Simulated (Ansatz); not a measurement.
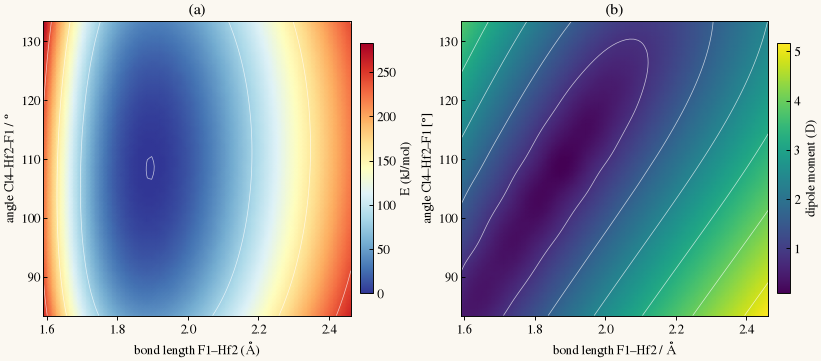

BrCl2FHf, SMILES [F][Hf]([Cl])([Cl])[Br]. The first coordinate is: bond length F1–Hf2; the second: angle Cl4–Hf2–F1. Nothing is relaxed (all other coordinates rigid). The grid has 13 × 13 points. Points are written as (first, second). Energies are in kJ/mol, from the lowest grid point. Level of theory: RHF/def2-SVP in Ansatz.

Panel (a) is the energy and panel (b) the computed dipole moment on the same grid.

In the figure: a smooth colour map with a few white contour lines. Between grid points the surface is interpolated.

### How does the dipole moment vary over the map, and what is it at the lowest grid point?

Leaving out the highest fifth of the energies, it runs from 0.09 D at (1.881 Å, 108.4°) to 4.10 D at (2.317 Å, 87.6°). At the lowest grid point, (1.881 Å, 108.4°), it is 0.09 D.
